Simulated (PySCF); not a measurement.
**C$_{4}$H$_{11}$FO$_{3}$Si$_{2}$: density, localisation and related maps**

```xyz
21

C    -4.5567   -0.5151    0.5432
O    -3.1499   -0.5815    0.7667
C    -2.3643    0.1166   -0.0515
O    -2.7816    0.7937   -0.9637
Si   -0.5128   -0.0856    0.4092
Si    0.6523    1.0153   -1.2601
C     2.4494    0.9028   -0.5685
F     2.6243    1.8367    0.4567
O     2.5216   -0.3721   -0.0498
C     3.7835   -0.7517    0.4726
H    -4.8058   -0.9786   -0.4131
H    -5.0224   -1.0543    1.3638
H    -4.8850    0.5257    0.5234
H    -0.3002   -1.5324    0.5399
H    -0.3857    0.4699    1.7650
H     0.4120    2.4422   -1.5078
H     0.7373    0.3689   -2.5793
H     3.2737    1.1106   -1.2663
H     3.6933   -1.7933    0.7717
H     4.5612   -0.6496   -0.2918
H     4.0469   -0.1391    1.3392
```

Geometry: GFN2-xTB.

These are results of PySCF 2.14.0, PBE0/pcSseg-1, SCF density, gas phase, non-relativistic, not measurements.

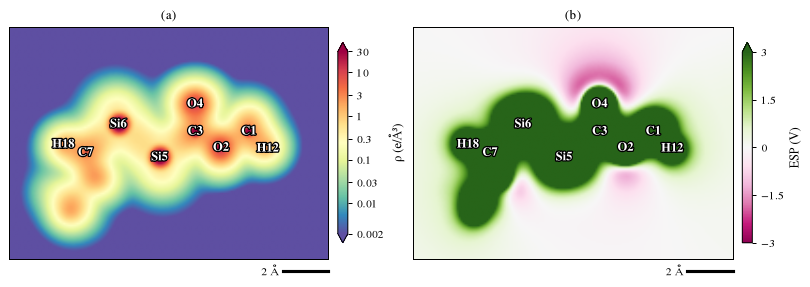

Figure 1. (a) electron density; (b) electrostatic potential on the plane of atoms C3, Si5 and Si6.

Q: What do the fields say about this system?

A:
- The plane passes through C, O, Si and H nuclei.
- C–O (1.21 Å): ρ is about 3.3 e/Å³ halfway.
- C–Si (1.92 Å): ρ is about 0.91 e/Å³ halfway.
- Si–Si (2.31 Å): the density is about 0.67 e/Å³ at the midpoint.
- C–H (1.09 Å): ρ is about 2.1 e/Å³ halfway.
- C–O (1.33 Å): ρ at the midpoint is about 2.5 e/Å³.
- Outside the dense part of the molecule the potential is most negative (−1.9 V) near O4.

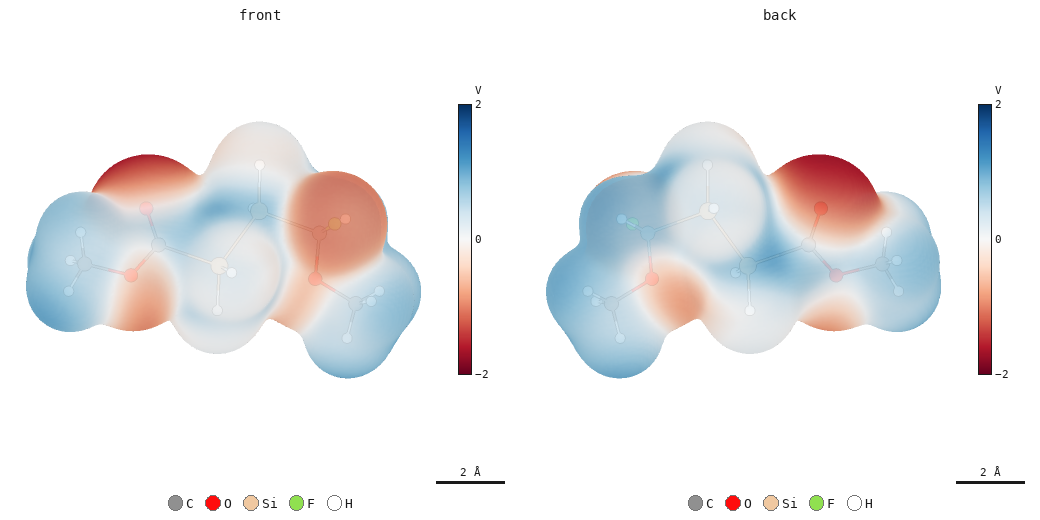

Figure 2. The electrostatic potential painted on the density surface at 0.002 e/bohr³, seen from the front and from behind; the colour scale runs from red (negative) to blue (positive).

Q: Which sites attract a positive test charge, and which a negative one?

A: A positive charge is drawn to the negative regions and a negative charge to the positive ones. The most negative region (about −1.6 V, or −37 kcal/mol for a unit charge) lies over O4, the most positive (about +1.0 V, or +23 kcal/mol for a unit charge) over the C, H and Si atoms. O4 is the likeliest acceptor of a hydrogen bond.

Q: How polar is the molecule by this calculation?

A: Its dipole moment is 2.13 D.
